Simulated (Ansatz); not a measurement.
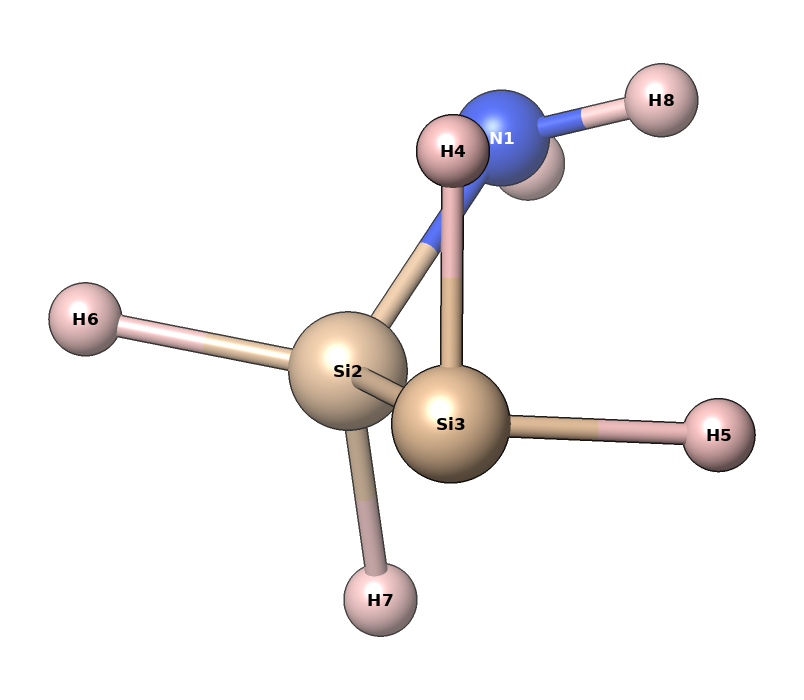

Si2 lies behind Si3. The molecule seen a little off the Si3–Si2 bond, Si3 in front. Distant atoms are faded towards the background colour. State: charge −1, singlet. The computed structure is the end point of a PBE-D4/def2-SVPD optimisation. No frequency run is at hand to confirm it as a minimum.

What is the torsion angle H4–Si3–Si2–N1? The sign is positive where the front bond must turn clockwise to cover the back bond.

Answer. 43°, synclinal (gauche).
